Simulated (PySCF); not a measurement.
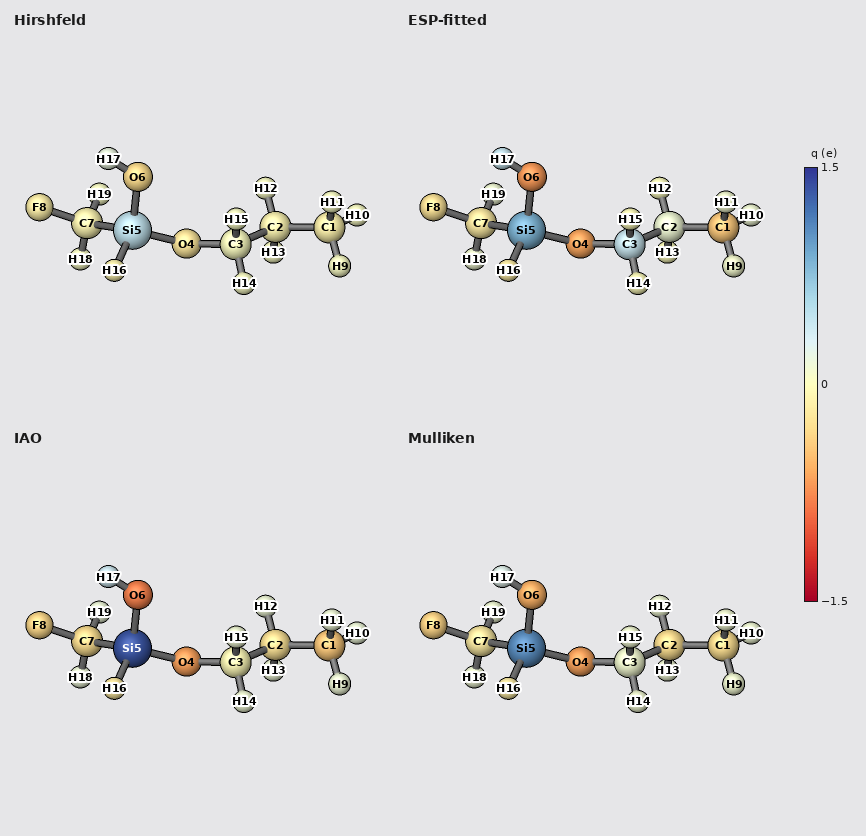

Atomic charges of one calculation by 4 schemes, on one colour scale. The computed structure is the end point of a GFN2-xTB optimisation. No frequency run is at hand to confirm it as a minimum. Level of theory: PBE0/pcSseg-1 (PySCF 2.14.0).

Which scheme gives the most polar picture (largest mean size of the charges)?

Answer. The IAO charges are the largest in size here, and the Hirshfeld charges the smallest.

On which atom do the schemes disagree most?

Answer. On Si5 (from 0.46 to 1.35 e).

List the charges (e), one line for each set of equivalent atoms.

| atom | Hirshfeld | ESP-fitted | IAO | Mulliken |
| --- | --- | --- | --- | --- |
| C1 | −0.11 | −0.43 | −0.42 | −0.29 |
| C2 | −0.07 | 0.12 | −0.25 | −0.29 |
| C3 | 0.01 | 0.42 | −0.04 | 0.10 |
| O4 | −0.22 | −0.63 | −0.65 | −0.64 |
| Si5 | 0.46 | 0.84 | 1.35 | 1.06 |
| O6 | −0.31 | −0.69 | −0.80 | −0.56 |
| C7 | −0.08 | −0.17 | −0.28 | −0.17 |
| F8 | −0.14 | −0.24 | −0.34 | −0.36 |
| H9 | 0.04 | 0.09 | 0.14 | 0.11 |
| H10 | 0.04 | 0.12 | 0.15 | 0.12 |
| H11 | 0.04 | 0.09 | 0.14 | 0.11 |
| H12 | 0.04 | 0.01 | 0.14 | 0.12 |
| H13 | 0.04 | 0.00 | 0.14 | 0.12 |
| H14 | 0.04 | −0.02 | 0.13 | 0.11 |
| H15 | 0.04 | −0.02 | 0.13 | 0.11 |
| H16 | −0.09 | −0.16 | −0.19 | −0.16 |
| H17 | 0.18 | 0.43 | 0.38 | 0.25 |
| H18 | 0.04 | 0.12 | 0.15 | 0.13 |
| H19 | 0.04 | 0.12 | 0.15 | 0.13 |

The geometry is semi-empirical. Around Si such bond lengths and angles can be off by a tenth of an ångström or more and by several degrees, and values that hang on the shape move with them.
